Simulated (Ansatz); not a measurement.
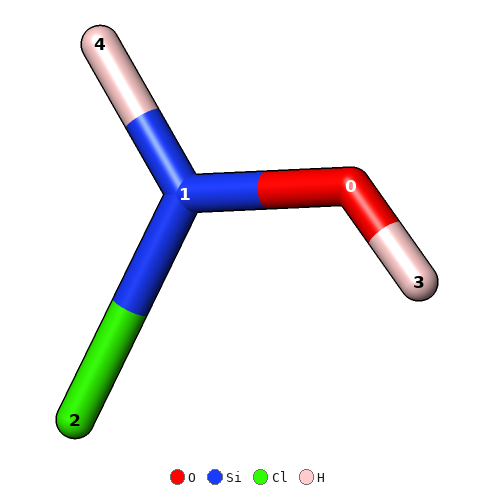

The picture shows the input geometry. Atoms are numbered from 0, in the order of the input.

Ansatz 0.2.0 input:

```yaml
crystal:
  periodic: [false, false, false]
  atoms:
    - {symbol: O, position_ang: [-1.002068, -0.461537, -0.705504]}
    - {symbol: Si, position_ang: [0.166531, 0.476602, 0.108375]}
    - {symbol: Cl, position_ang: [1.726841, -0.477402, 1.376301]}
    - {symbol: H, position_ang: [-1.143184, -1.505280, -0.609926]}
    - {symbol: H, position_ang: [0.251880, 1.967617, -0.169246]}
basis:
  gaussian: {orbitals: def2-SVP}
magnetization: {spin_polarized: true, initial_magnetization: 1}
hamiltonian: {xc: pbe, dispersion: d4}
relax: {f_tol: 0.03, max_steps: 250}
```

Command:

```sh
ansatz run in.yaml --threads 2 --pin off --events-out ev --progress --plain --max-ram 4352MiB
```

Output (its end):

```
650 factors; their error is unknown
mean field -22461.38969683 eV, -825.4408464817 hartree, gradient 2.2e-5 eV, S^2 0.751408; 1 other end points of the search recorded, 0 dependent functions left out
the calculation of the forces begins
reference -22461.38972417 eV, -825.4408474865 hartree; 21, 20 occupied and 39, 40 virtual orbitals, 650 factors
Total energy: -22461.48680692 eV, -825.4444152116 hartree
Atom 0 at    -0.796885    -0.445418    -0.791630 Å, force    -0.001182    -0.000842     0.010859 eV/Å
Atom 1 at    -0.091383     0.473582     0.423785 Å, force     0.010982    -0.011033    -0.003312 eV/Å
Atom 2 at     1.648602    -0.436833     1.170657 Å, force    -0.014782     0.006880    -0.005550 eV/Å
Atom 3 at    -1.067021    -1.346345    -0.536132 Å, force     0.000979    -0.002429    -0.003499 eV/Å
Atom 4 at     0.306686     1.755014    -0.266681 Å, force     0.004002     0.007424     0.001502 eV/Å
Dipole moment:    -0.257854    -0.142694     0.027107 e Å
```
